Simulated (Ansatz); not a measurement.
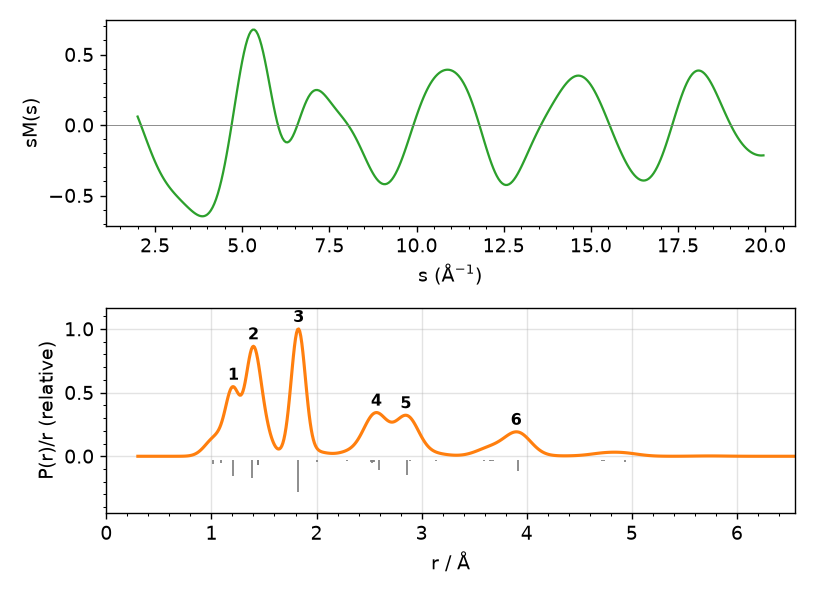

Simulated gas electron diffraction: reduced molecular intensity sM(s) from the Debye equation in the first Born approximation (top) and the radial distribution curve (bottom) of C2H5OSi (charge +1, ignored in the scattering factors). Each pair of atoms contributes with weight ZᵢZⱼ/r (bars below the curve); damping constant 0.001 Å²; vibrational amplitudes assumed, not computed: 0.05 Å for bonds, 0.078 Å for bonds to H, 0.06 + 0.015 r up to 0.15 Å for other pairs. The geometry is the end point of an optimisation (RKS B3LYP-D4/STO-3G (Ansatz)); it may be a saddle point or a higher isomer. SMILES: C#C[OH+][SiH3].

**Read the positions of the numbered peaks and name the main pairs (– for bonds).**

Peak 1, 1.21 Å: O–H 1.01 Å, C–H 1.09 Å, C–C 1.20 Å, not resolved
Peak 2, 1.40 Å: O–C 1.39 Å, Si–H 1.45 Å (×3), not resolved
Peak 3, 1.83 Å: Si–O 1.83 Å
Peak 4, 2.57 Å: O···H 2.52–2.54 Å (×3), Si···H 2.52 Å, O···C 2.59 Å, not resolved
Peak 5, 2.85 Å: Si···C 2.86 Å
Peak 6, 3.90 Å: C···H 3.65–3.66 Å (×2), Si···C 3.91 Å, not resolved
